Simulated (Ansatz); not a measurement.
# TiO2 (Anatase): a band-gap study from PBE to G0W0 at the band limit, part 2 of 2

Aim: a best estimate of the quasiparticle gap of TiO2 (Anatase), with each correction and its cost laid out.

Ansatz 0.2.0; density functionals, hybrids, G0W0, plane waves, PAW. Known limits of the many-body steps: not at the basis limit.

So far. Step 10 (G0W0, 6×6×6 mesh, 437 empty bands, screening to 200 eV): Against the run with 6×6×6 mesh, 154 empty bands, screening to 100 eV, the gap moves by +0.04 eV. Step 11 (G0W0@HSE06, 6×6×6 mesh, 437 empty bands, screening to …): Against the run with 6×6×6 mesh, 437 empty bands, screening to 200 eV on PBE, the gap moves by +0.39 eV, while the start moved by +1.50 eV.

In doubt: masses and optical values from hybrid runs of this build are listed as unsure (steps 11, 13), which bears on the screening that GW takes from such a start.

## (12) G0W0@PBE, 6×6×6 mesh, 437 empty bands, screening to 200 eV, plasmon pole

A plasmon pole stands in for the full frequency dependence of the screening; this run shows what that costs in accuracy.

This step: G0W0 on PBE, plane waves, PAW.

Contents of input.yaml:

```yaml
crystal:
  lattice:
    - [-1.8921, 1.8921, 4.7573]
    - [1.8921, -1.8921, 4.7573]
    - [1.8921, 1.8921, -4.7573]
  atoms:
    - { symbol: Ti, position: [0.0, 0.0, 0.0] }
    - { symbol: Ti, position: [0.75, 0.25, 0.5] }
    - { symbol: O, position: [0.2081, 0.2081, 0.0] }
    - { symbol: O, position: [0.9581, 0.4581, 0.5] }
    - { symbol: O, position: [0.5419, 0.0419, 0.5] }
    - { symbol: O, position: [0.7919, 0.7919, 0.0] }
kpoints:
  mp_grid: { grid: [6, 6, 6] }
hamiltonian:
  xc: pbe
scf:
  occupations: { method: fixed }
gw:
  n_empty_bands: 437
  ecut_chi: 200.0
  qp_bands: [v2, c2]
  qp_kpoints: band_edges
  screening: { model: godby_needs }
```

The run is started by

```
$ ansatz run input.yaml --threads 3 --pin off --max-ram 64512MiB --backend cuda --events-out ev --progress --plain --runs-dir out --devices 1 --max-vram 24GiB  # rebuilt from the run's record
```

It took 2.2 min on 1 × NVIDIA H100 80GB HBM3 (shared by 3 runs) with 3 threads of AMD EPYC 7R13 (Zen 3), shared host; peak memory 5.5 GiB; 5.1 min of CPU time.

Numbers from this step:

```yaml
bands_summed: 461
plasmon_pole_fit_frequency: 31.17 eV
rpa_eps_infinity_on_this_mesh_eigenvalues: 5.996, 6.550, 6.550
plane_waves_in_the_screening_matrix: 447
g0w0_gap_on_the_mesh: 3.626 eV
k_of_the_valence_top: 0, 0, -0.5
k_of_the_conduction_bottom: 0, 0, 0
starting_gap_on_the_mesh: 2.167 eV
least_direct_g0w0_gap_on_the_computed_points: 3.969 eV
```

Against the run with 6×6×6 mesh, 437 empty bands, screening to 200 eV, the gap moves by −0.03 eV.

## (13) G0W0@PBE0, 6×6×6 mesh, 437 empty bands, screening to 200 eV

This step: G0W0 on PBE0, plane waves, PAW.

input.yaml, as its differences from that of step 12:

```diff
@@ -15,3 +15,3 @@
 hamiltonian:
-  xc: pbe
+  xc: pbe0
 scf:
@@ -23,2 +23,2 @@
   qp_kpoints: band_edges
-  screening: { model: godby_needs }
+  screening: { model: contour_deformation }
```

Elapsed: 2.4 min, on 1 × NVIDIA H100 80GB HBM3 (shared by 3 runs) with 3 threads; peak memory 3.1 GiB.

This step gave:

* bands summed: 461
* RPA ε∞ on this mesh (eigenvalues): 4.120, 4.302, 4.302
* plane waves in the screening matrix: 447
* G0W0 gap on the mesh: 4.322 eV
* k of the valence top: 0, 0, -0.5
* k of the conduction bottom: 0, 0, 0
* starting gap on the mesh: 4.408 eV
* least direct G0W0 gap on the computed points: 4.679 eV

Against the run with 6×6×6 mesh, 437 empty bands, screening to 200 eV on HSE06, the gap moves by +0.27 eV, while the start moved by +0.74 eV.

## (14) The ladder

Times are wall times on 1 × NVIDIA H100 80GB HBM3 (shared by 3 runs) with 3 threads of AMD EPYC 7R13 (Zen 3), shared host, good to a factor of about two. G0W0 rows are gaps on the mesh, lowered by the amount that the mesh misses the start's edges, a rough step that assumes the same correction there.

| level | gap (eV) | least direct gap (eV) | time |
| --- | --- | --- | --- |
| PBE | 2.12 | 2.46 | 6.9 s |
| LDA | 2.01 | 2.36 | 9.9 s |
| r2SCAN | 2.50 | 2.86 | 3.3 s |
| HSE06 | 3.61 | 3.98 | 47 s |
| PBE0 | 4.36 | 4.72 | 71 s |
| DDH-PBE0 | 3.43 | 3.79 | 59 s |
| G0W0@PBE (154 empty bands) | 3.57 | - | 23 s |
| G0W0@PBE (437 empty bands) | 3.61 | - | 66 s |
| G0W0@HSE06 (437 empty bands) | 4.00 | - | 2.6 min |
| G0W0@PBE (437 empty bands, plasmon pole) | 3.58 | - | 2.2 min |
| G0W0@PBE0 (437 empty bands) | 4.27 | - | 2.4 min |

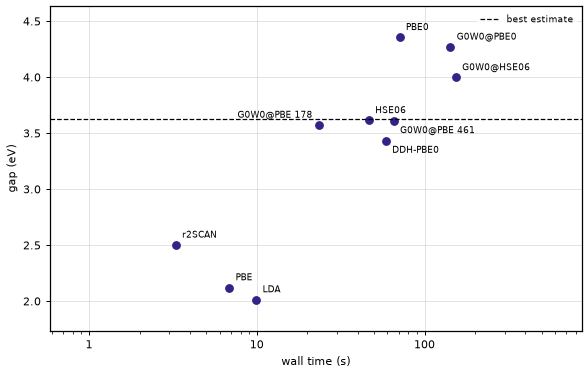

Result against wall time.

## (15) Adding up the best estimate

| term | eV | running total (eV) |
| --- | --- | --- |
| G0W0 on the mesh, top rung | 3.654 | 3.654 |
| to the limit, by a line in one over the bands through the two top rungs | +0.023 | 3.676 |
| band edges off the mesh | −0.046 | 3.630 |

Changes that are not added in, each against a run with equal bands and cutoff:

```
                                 change     eV
                            start HSE06  +0.39
plasmon pole in place of full frequency  −0.03
                             start PBE0  +0.67
```

## (16) What came out

```json
{"PBE gap": "2.12 eV, indirect", "HSE06": "3.61 eV", "PBE0": "4.36 eV", "DDH-PBE0": "3.43 eV", "G0W0, top rung on the mesh": "3.65 eV", "best estimate, G0W0@PBE": "3.63 eV", "GW settings of the top rung": "6×6×6 mesh, 437 empty bands, screening to 200 eV", "known limits": "one-shot GW, static lattice; one k mesh, untested"}
```

In words: The best estimate for G0W0@PBE is 3.63 eV, indirect by PBE, against 2.12 eV at the start. The limit rests on the two highest rungs, unchecked by another pair. The term for edges off the mesh assumes that the correction there equals that on the mesh, which is rough. Of the changes left open the largest, +0.67 eV, comes from starting at PBE0. Among the functionals HSE06 comes nearest: −0.02 eV from the estimate. That ranking leans on the start chosen for G0W0. The RPA ε∞ on the GW mesh averages 6.4 against 6.6 from perturbation theory, which takes a denser mesh of its own and holds the xc response as well. All runs took 13 min, 69 % of it in G0W0. Against experiment, by the best estimate: the gap of 3.63 eV lies +0.42 eV from the measured 3.21 eV (optical, 2024); the gap of 3.63 eV lies +0.41 eV from the measured 3.22 eV (indirect, 2023); the direct gap of 4.02 eV lies +0.04 eV from the measured 3.98 eV (electronic, quoted 2020); the gap of 3.63 eV lies +0.46 eV from the measured 3.17 eV (kind not stated, 2020); the direct gap of 4.02 eV lies +0.15 eV from the measured 3.87 eV (direct, 2023). An exciton line or allowed optical edge lies below the quasiparticle gap by the binding energy; a forbidden edge can push the onset above it. The calculation has static nuclei and no excitons; a measured gap holds zero-point and thermal motion, which mostly lowers it. Since the estimate itself misses experiment by 0.41 eV, nearness to it is no verdict on a functional.

[Paths, hosts, dates, memory and timing lines, banners, echoed tables and standing remarks are left out of the program output.]

[Logs are printed without paths, hosts, clocks, repeated set-up lines and the standing remarks that a program may print on its own settings, such as how far it seeks lower states.]

[Runs of the session that timed out or met a known fault of the program may be left out.]

[Cells called generated may have been cut or substituted from an entry of the Crystallography Open Database or the Materials Project.]

[Hosts, paths, dates, database ids (printed as entryN), source tags and the programs' standing remarks are cut or masked in the printed files.]
